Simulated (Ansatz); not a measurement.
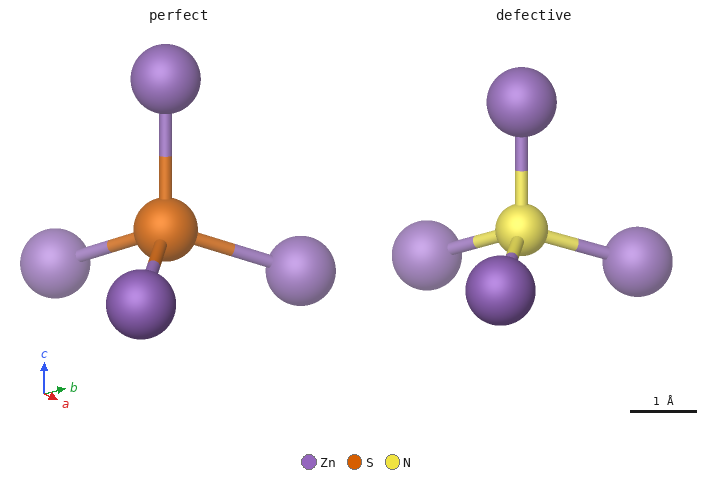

Left: perfect ZnS. Right: the same region with one point defect, after relaxing the atoms in a supercell of 36 sites. A ball-and-stick model of the atoms within 3.8 Å of one point, seen slightly off an axis.

The calculation used DFT, PBE, plane-wave PAW, default files, scalar-relativistic in Ansatz. Set-up: plane-wave cutoff 420 eV; k-point mesh 3 × 3 × 1; occupations fermi dirac; smearing width 0.01 eV; collinear spin. The axes drawn are those of the host's conventional cell.

Question: Which defect is it?

Answer: A sulfur atom is replaced by nitrogen.

The charge state of the cell is 0.

Question: How does the lattice respond?

Answer: In the host the S atom has 4 Zn at 2.33 to 2.34 Å; the N atom ends with 4 Zn at 1.98 to 1.99 Å. Of the host's atoms, a zinc atom moves furthest from its site, by 0.36 Å. The cell's net moment is 0.27 μB. Relaxing the atoms from the host's sites lowers the energy by 1.49 eV.

Limits of the set-up: the periodic images lie only 6.6 Å apart, so the values are limited by the cell's size.
